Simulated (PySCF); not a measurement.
SMILES C(CCl)Cl (C2H4Cl2) at its CAM-B3LYP/def2-SVP optimised geometry (Å):

```
8

Cl     1.7282    -0.7119     0.0000
C     -0.0569    -0.7119     0.0000
C     -0.6362     0.6823     0.0000
Cl    -0.2956     1.5659    -1.5131
H     -0.3851    -1.2422     0.9047
H     -0.3910    -1.2735    -0.8816
H     -1.7282     0.6226     0.1066
H     -0.2300     1.2735     0.8305
```

Method: PySCF with CAM-B3LYP/def2-TZVP.

Map of the electron localisation function on the plane z = 0.8 Å:

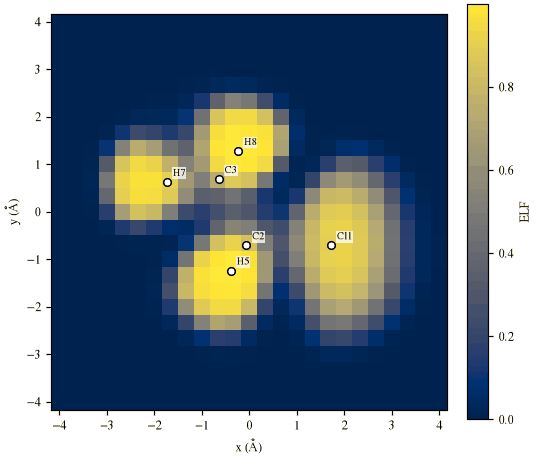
Figure. Electron localisation function on the plane z = 0.8 Å.
